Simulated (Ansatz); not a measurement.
# Se, response to strain

The parent structure is Se (space group P3_121, No. 152; made of chains).

```xyz
3
Lattice="4.5066 0.0000 0.0000 -2.2533 3.9028 0.0000 0.0000 0.0000 4.9888" Properties=species:S:1:pos:R:3 pbc="T T T"
Se     0.9774     0.0000     4.1574
Se    -0.4887     0.8465     0.8315
Se     1.7646     3.0563     2.4944
```

Cartesian axes are those of the cell as printed.

Strains are applied to the cell and any free atomic positions relax; under biaxial strain the out-of-plane vector relaxes too.

All numbers come from r2SCAN (Ansatz, a program for electronic structure), no spin-orbit coupling, earlier PAW set.

Notes on the quantities. pressure: mean of the normal stresses, compression positive.

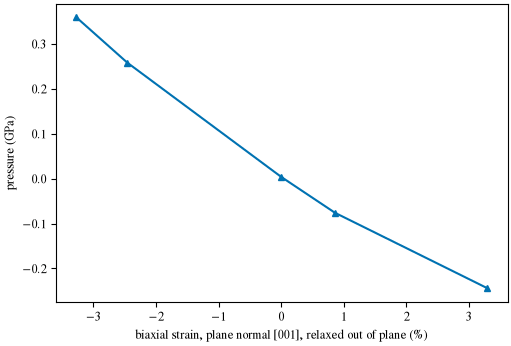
Figure. Pressure against biaxial strain, plane normal [001], relaxed out of plane

Q: From the plot, what is the pressure for biaxial strain −3.27 %, plane normal [001], relaxed out of plane?

A: About 0.36 GPa.

Q: Is the trend monotonic over the range shown?

A: Yes, it falls throughout, spanning -0.24 GPa to 0.36 GPa.

Stability against distortions was not tested. No dispersion term is included, though the crystal is made of layers, chains or molecules, so its spacings can come out too wide.
